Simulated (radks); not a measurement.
**Valence configurations of Rh³⁺**

NIST gives [Kr] 4d6 as the ground configuration of Rh³⁺. Does this level of theory agree? Several fillings of the valence shells are run.

Method: scalar-relativistic Kohn-Sham, PBE, spin-polarised, spherical densities, finite nucleus; open shells are filled with parallel spins first. Code: radks (a radial shooting solver on a logarithmic mesh, Libxc functionals) version 1.

## (1) The atom as given

```
element            : rhodium (Z = 45)
charge             : +3
electrons          : 42
configuration      : [Kr] 4d6
nuclear rms radius : 4.4945 fm
others tried       : 4d5 5p1; 4d4 5s2; 4d5 5s1; 4d4 5p2; 4d5.5 5s0.5; 4d3 5s2 5p1; 4d4 5s1 5p1; 4d3.5 5s1 5p1.5; 4d3 5s1 5p2
```

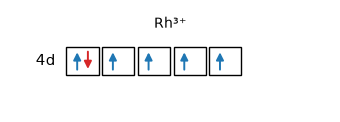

Outer shells as boxes.

## (2) [Kr] 4d6

The run's settings:

```text
Z 45
configuration [Kr] 4d6
relativity scalar-relativistic
functional pbe,pbe
spin polarised
nucleus finite rms 4.4945 fm
c 137.035999084
```

Started as:

```
python run_ks.py task.json out
```

This one command runs every case of the session in turn.

## (3) [Kr] 4d5 5p1

Changes since step 2:

```diff
@@ -1,3 +1,3 @@
 Z 45
-configuration [Kr] 4d6
+configuration [Kr] 4d5 5p1
 relativity scalar-relativistic
```

## (4) [Kr] 4d4 5s2

Changes since step 3:

```diff
@@ -1,3 +1,3 @@
 Z 45
-configuration [Kr] 4d5 5p1
+configuration [Kr] 4d4 5s2
 relativity scalar-relativistic
```

## (5) [Kr] 4d5 5s1

Changes since step 4:

```diff
@@ -1,3 +1,3 @@
 Z 45
-configuration [Kr] 4d4 5s2
+configuration [Kr] 4d5 5s1
 relativity scalar-relativistic
```

## (6) [Kr] 4d4 5p2

Changes since step 5:

```diff
@@ -1,3 +1,3 @@
 Z 45
-configuration [Kr] 4d5 5s1
+configuration [Kr] 4d4 5p2
 relativity scalar-relativistic
```

## (7) [Kr] 4d5.5 5s0.5

Changes since step 6:

```diff
@@ -1,3 +1,3 @@
 Z 45
-configuration [Kr] 4d4 5p2
+configuration [Kr] 4d5.5 5s0.5
 relativity scalar-relativistic
```

## (8) [Kr] 4d3 5s2 5p1

The run's settings:

```text
Z 45
configuration [Kr] 4d3 5s2 5p1
relativity scalar-relativistic
functional pbe,pbe
spin polarised
nucleus finite rms 4.4945 fm
c 137.035999084
```

## (9) [Kr] 4d4 5s1 5p1

The run's settings:

```text
Z 45
configuration [Kr] 4d4 5s1 5p1
relativity scalar-relativistic
functional pbe,pbe
spin polarised
nucleus finite rms 4.4945 fm
c 137.035999084
```

## (10) [Kr] 4d3.5 5s1 5p1.5

The run's settings:

```text
Z 45
configuration [Kr] 4d3.5 5s1 5p1.5
relativity scalar-relativistic
functional pbe,pbe
spin polarised
nucleus finite rms 4.4945 fm
c 137.035999084
```

## (11) [Kr] 4d3 5s1 5p2

The run's settings:

```text
Z 45
configuration [Kr] 4d3 5s1 5p2
relativity scalar-relativistic
functional pbe,pbe
spin polarised
nucleus finite rms 4.4945 fm
c 137.035999084
```

What does the calculation give? Wanted: for each run, valence; E − E(NIST configuration); moment; highest level; its energy; 1s shift.

The runs gave:

```csv
valence,E − E(NIST configuration) (eV),moment (μB),highest level,its energy (eV),1s shift (eV)
4d6,0.000,4,4d down,-37.569,+0.00
4d5.5 5s0.5,3.691,5,5s up,-31.509,-2.71
4d5 5s1,7.562,6,5s up,-32.627,-5.50
4d5 5p1,15.230,6,5p up,-25.570,-6.66
4d4 5s2,23.657,4,5s down,-32.635,-11.77
4d4 5s1 5p1,29.250,6,5p up,-27.214,-12.80
4d4 5p2,37.339,6,5p up,-27.777,-13.93
4d3.5 5s1 5p1.5,41.138,6,5p up,-28.284,-16.53
4d3 5s2 5p1,48.153,4,5p up,-28.295,-19.38
4d3 5s1 5p2,53.733,6,5p up,-29.313,-20.31
```

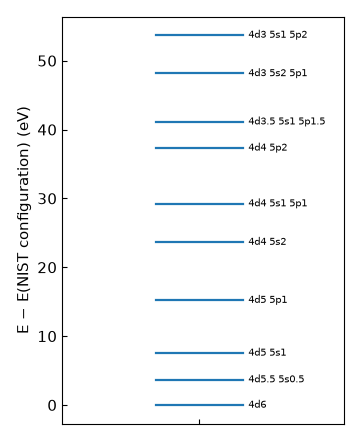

Energies of the configurations.

**Reading.** The NIST configuration is the lowest of those tried, 3.691 eV under 4d5.5 5s0.5. The energies are those of spherical high-spin densities, not of single terms. The 1s eigenvalue shifts by up to 20.31 eV as the valence charge is rearranged.
